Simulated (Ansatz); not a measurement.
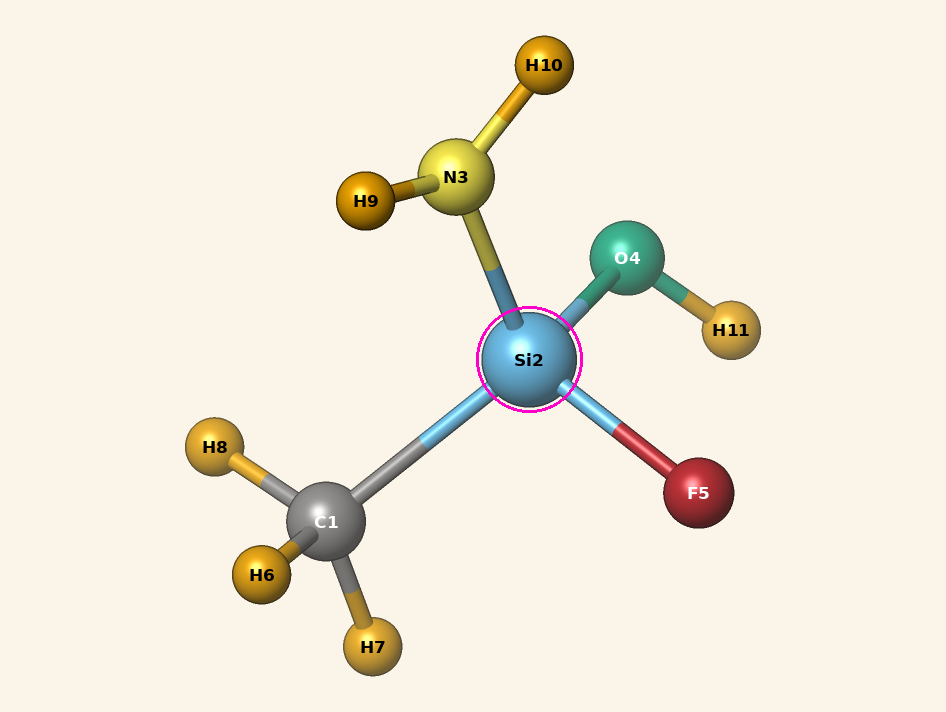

Atoms fade into the background with distance from the viewer. Circles mark the stereogenic atoms. Computed geometry: PBE-D4/def2-SVP optimisation. No frequency run is at hand to confirm it as a minimum.

**Assign CIP descriptors.**

Si2: S (priorities F5 > O4 > N3 > C1).

**Write the isomeric SMILES.**

C[Si@](N)(O)F
